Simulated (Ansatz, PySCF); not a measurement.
CH3F (SMILES CF) and H2 (SMILES [H][H]) are pulled apart as rigid monomers along the line of their centres of mass, from the B3LYP-D3(BJ)/def2-TZVP minimum. Starting geometry (charge 0, multiplicity 1):
```xyz
7

C     -0.4448    -0.6709    -0.3515
F     -0.2025     0.6227     0.0983
H      0.1037    -0.8265    -1.2811
H     -0.1054    -1.3753     0.4088
H     -1.5157    -0.7880    -0.5214
H      0.2187     0.2783     2.5843
H      0.3090    -0.0479     3.2478
```

Interaction energies with rigid monomers; basis-set methods are counterpoise corrected unless marked otherwise.

Cores are frozen in the correlated methods.

Codes used: Ansatz (an electronic-structure program); PySCF for the dispersion terms. Each number belongs to the level named beside it.

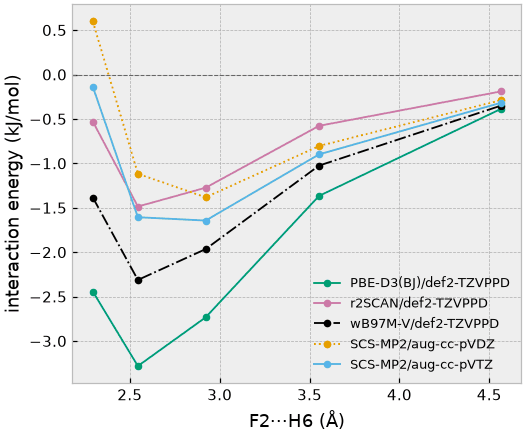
*Interaction energy against separation*

Question: Which level binds most strongly at F2···H6 = 2.54, and by how much?

Answer: PBE-D3(BJ)/def2-TZVPPD, -3 kJ/mol.
